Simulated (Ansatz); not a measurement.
Two G0W0 runs on Cs2PbI2Cl2 (I4/mmm).

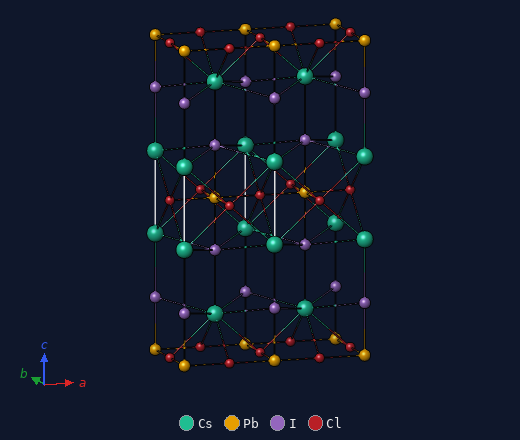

The structure (caesium teal, lead orange, iodine purple, chlorine red). 2×1×1 conventional cells are drawn. Some periodic images of atoms are drawn too.

Symmetry: I4/mmm, No. 139, tetragonal system. Conventional cell: a = 5.768 Å, b = 5.768 Å, c = 19.486 Å, α = 90.00°, β = 90.00°, γ = 90.00°. Nearest to Cs lie 4 Cl at 3.86 Å and 5 I at 3.94 to 4.13 Å. Pb has 4 Cl at 2.88 Å and 2 I at 3.24 Å nearest. Nearest to I lie 1 Pb at 3.24 Å and 5 Cs at 3.94 to 4.13 Å. Cl has 2 Pb at 2.88 Å and 4 Cs at 3.86 Å nearest. Farther neighbours and most contacts between anions are not listed.

```cif
data_structure
_symmetry_space_group_name_H-M 'P 1'
_symmetry_Int_Tables_number 1
_cell_length_a 10.5620
_cell_length_b 10.5620
_cell_length_c 10.5620
_cell_angle_alpha 148.309
_cell_angle_beta 148.309
_cell_angle_gamma 45.429
_cell_volume 324.12
loop_
_atom_site_label
_atom_site_type_symbol
_atom_site_fract_x
_atom_site_fract_y
_atom_site_fract_z
_atom_site_occupancy
Cs1 Cs 0.36865 0.36865 0.00000 1
Cs2 Cs 0.63135 0.63135 0.00000 1
Pb3 Pb 0.00000 0.00000 0.00000 1
I4 I 0.16633 0.16633 0.00000 1
I5 I 0.83367 0.83367 0.00000 1
Cl6 Cl 0.50000 0.00000 0.50000 1
Cl7 Cl 0.00000 0.50000 0.50000 1
```

The cell and positions are those that the Materials Project relaxed with its own functionals (PBE, PBE+U or r2SCAN), kept fixed. Spin-orbit coupling is left out unless a run names it.

The first (Ansatz 0.2.0; start PBE with 30 % exact exchange, 4×4×4 mesh, 1090 empty bands, screening to 130 eV, PAW set soft_1 files; 1 × NVIDIA H100 80GB HBM3 (shared by 6 runs) with 2 threads of AMD EPYC 7R13 (Zen 3), shared host) gave, on its mesh: starting gap 4.21 eV, G0W0 gap 4.75 eV, RPA ε∞ (mean) 2.61, 8.1 min.

Question: The second changes start from PBE with 30 % exact exchange to PBE with 35 % exact exchange. What does it give?

It gave: starting gap 4.51 eV, G0W0 gap 4.85 eV, RPA ε∞ (mean) 2.53, 8.3 min. The G0W0 gap moves by +0.10 eV, +0.29 eV from the start and −0.19 eV from the correction. Σc changes by −0.05 eV at the valence top and +0.04 eV at the conduction bottom, and Σx − Vxc between them by −0.28 eV.

Limits: not at the basis limit; no spin-orbit coupling.

[Paths, hosts, dates, memory and timing lines, banners, echoed tables and standing remarks are left out of the program output.]

[Logs are printed without paths, hosts, clocks, repeated set-up lines and the standing remarks that a program may print on its own settings, such as how far it seeks lower states.]

[Runs of the session that timed out or met a known fault of the program may be left out.]

[Cells called generated may have been cut or substituted from an entry of the Crystallography Open Database or the Materials Project.]

[Hosts, paths, dates, database ids (printed as entryN), source tags and the programs' standing remarks are cut or masked in the printed files.]
